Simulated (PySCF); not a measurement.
C4H9OPSi (SMILES C=CP([SiH3])C(C)=O)

```xyz
16

C     2.9104   -0.4348   -0.0402
C     1.6382   -0.7969   -0.1078
P     0.3265    0.2547   -0.7704
Si   -0.0364    1.5235    1.0474
C    -1.1088   -0.8578   -0.4642
C    -2.4290   -0.2991   -0.9162
O    -0.9749   -1.9621    0.0049
H     3.6661   -1.1010    0.3436
H     3.2469    0.5386   -0.3601
H     1.3054   -1.7832    0.1950
H    -0.3732    0.7659    2.2535
H    -1.1366    2.4251    0.6969
H     1.2074    2.2640    1.2509
H    -3.2352   -0.6783   -0.2917
H    -2.5993   -0.6384   -1.9386
H    -2.4151    0.7886   -0.9146
```

Geometry: GFN2-xTB.

Computed with PySCF, PBE0/pcSseg-1, SCF density, gas phase, non-relativistic.

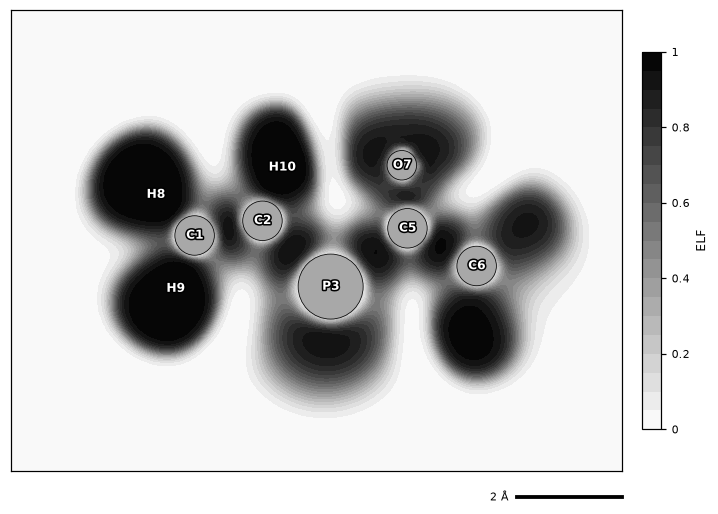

Figure 1. Electron localisation function on the plane of atoms C6, C5 and O7. Grey discs cover the atomic cores.

Q: Interpret the plot.

A: The section cuts through C, P, O and H sites.
C–O (1.21 Å): the ELF peaks at about 0.85 between the atoms (a short, multiple covalent bond).
C–C (1.32 Å): the ELF peaks at about 0.90 between the atoms (a multiple bond).
C–P (1.81 Å): the ELF peaks at about 0.95 between the atoms; localised, covalent bonding.
C–H (1.08 Å): the ELF climbs to about 1 towards the hydrogen, as it does in any bond to H; a covalent bond by its length.
C–C (1.50 Å): the ELF peaks at about 0.95 between the atoms (localised, covalent bonding).
The ELF also peaks beside P3 and O7, away from the bonds: lone-pair regions.

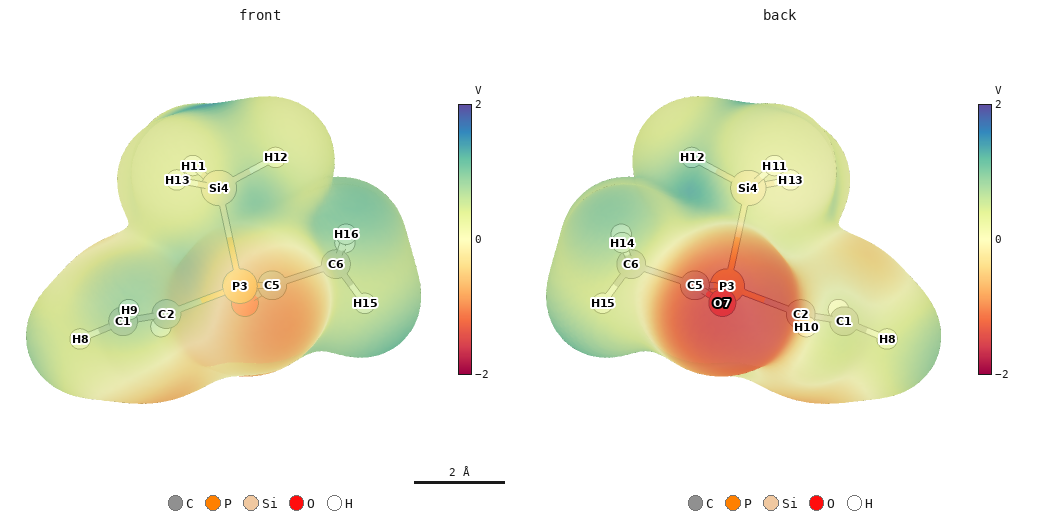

Figure 2. The electrostatic potential painted on the density surface at 0.002 e/bohr³, seen from the front and from behind; red is negative and blue positive.

Q: Which sites attract a positive test charge, and which a negative one?

A: A positive charge is drawn to the negative regions and a negative charge to the positive ones. The most negative region (about −1.5 V, or −35 kcal/mol for a unit charge) lies over O7, the most positive (about +1.3 V, or +30 kcal/mol for a unit charge) over Si4. O7 is the likeliest acceptor of a hydrogen bond.

Q: How polar is the molecule by this calculation?

A: Its dipole moment is 1.81 D.
